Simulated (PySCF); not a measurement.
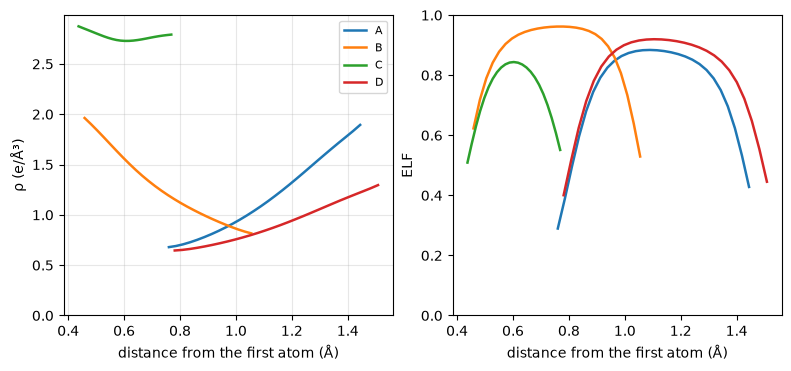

C4H9ClSSi2. Electron density and electron localisation function along straight lines between neighbouring atoms. The curves leave out the atomic cores.

Geometry: GFN2-xTB.

Theory: PBE0/pcSseg-1, SCF density, gas phase, non-relativistic in PySCF 2.14.0.

```yaml
atoms:
  - { symbol: C, position_ang: [-4.6106, 0.2480, 0.6012] }
  - { symbol: C, position_ang: [-3.2948, 0.1142, 0.0272] }
  - { symbol: C, position_ang: [-2.1957, -0.0045, -0.4543] }
  - { symbol: Si, position_ang: [-0.5051, -0.1477, -1.1522] }
  - { symbol: Cl, position_ang: [-0.1959, 1.3216, -2.5141] }
  - { symbol: S, position_ang: [0.8277, 0.0469, 0.5295] }
  - { symbol: Si, position_ang: [2.7412, 0.5203, -0.3528] }
  - { symbol: C, position_ang: [3.9764, 0.4559, 1.0729] }
  - { symbol: H, position_ang: [-5.3678, -0.0287, -0.1319] }
  - { symbol: H, position_ang: [-4.7752, 1.2791, 0.9127] }
  - { symbol: H, position_ang: [-4.6994, -0.4036, 1.4697] }
  - { symbol: H, position_ang: [-0.2661, -1.4298, -1.7995] }
  - { symbol: H, position_ang: [3.0217, -0.4871, -1.3753] }
  - { symbol: H, position_ang: [2.6434, 1.8501, -0.9458] }
  - { symbol: H, position_ang: [4.0148, -0.5362, 1.5130] }
  - { symbol: H, position_ang: [3.7043, 1.1524, 1.8608] }
  - { symbol: H, position_ang: [4.9739, 0.7107, 0.7291] }
```

**Which curve belongs to which contact (C–C, C–Si, Si–Cl and Si–S)? The first atom named is at distance zero.**

Curve A: Si–Cl (2.03 Å): ρ is about 0.95 e/Å³ halfway; the ELF peaks at about 0.90 between the atoms: a polar covalent bond. Curve B: C–Si (1.83 Å): ρ is about 0.96 e/Å³ halfway; the ELF peaks at about 0.95 between the atoms (localised, covalent bonding). Curve C: C–C (1.21 Å): ρ is about 2.7 e/Å³ halfway; the ELF peaks at about 0.85 between the atoms; a multiple bond. Curve D: Si–S (2.15 Å): ρ is about 0.82 e/Å³ halfway; the ELF peaks at about 0.90 between the atoms; a covalent bond.
